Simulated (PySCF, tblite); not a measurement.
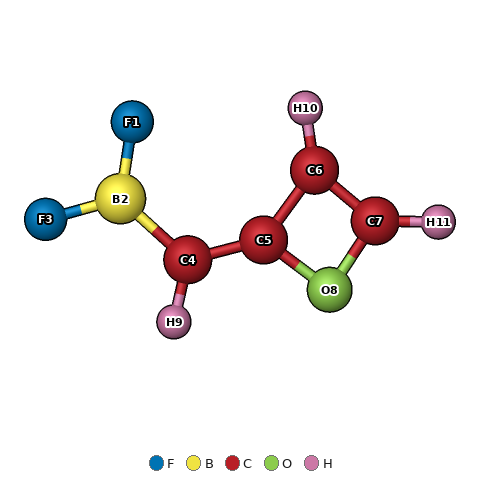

Structure of C₄H₃BF₂O, SMILES FB(F)/C=C1\C=CO1.

GIAO shifts, PBE0/pcSseg-1 in PySCF 2.14.0, at a GFN2-xTB geometry (a minimum by its frequencies), against TMS for ¹H, CFCl₃ for ¹⁹F and TMS for ¹³C computed at the same level (¹⁹F: this reference is a hard case for the method, so all values can be off together by tens of ppm, and differences between signals are safer). Gas phase, fully decoupled, line heights follow the number of nuclei, widths are arbitrary (no quadrupolar broadening); values of one conformer, averaged over nuclei that symmetry or rotation about single bonds exchange, these motions taken as fast; other conformers aren't averaged in.

How many ¹H lines appear, and where?

3 signals.


| δ (ppm) | nuclei | atoms |
| --- | --- | --- |
| 7.64 | 1 | H11 |
| 5.84 | 1 | H10 |
| 4.96 | 1 | H9 |

Predict the ¹⁹F spectrum.

1 signal.


```tsv
δ (ppm)	nuclei	atoms
−83.7	2	F1, F3
```

Predict the ¹³C spectrum.

4 signals.


```
δ (ppm)  nuclei  atoms
  187.8       1     C5
  174.6       1     C7
  113.1       1     C6
   94.7       1     C4
```

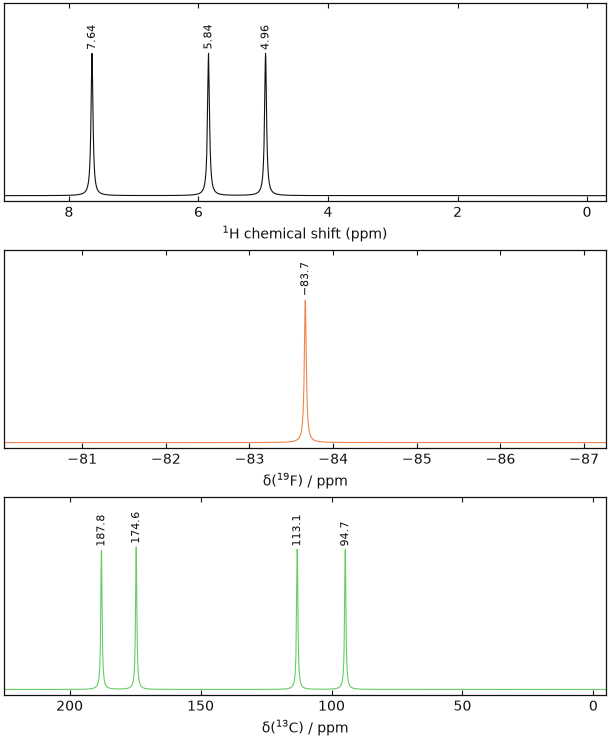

Caveats: the tight-binding geometry is rougher than a DFT one and adds to the error.
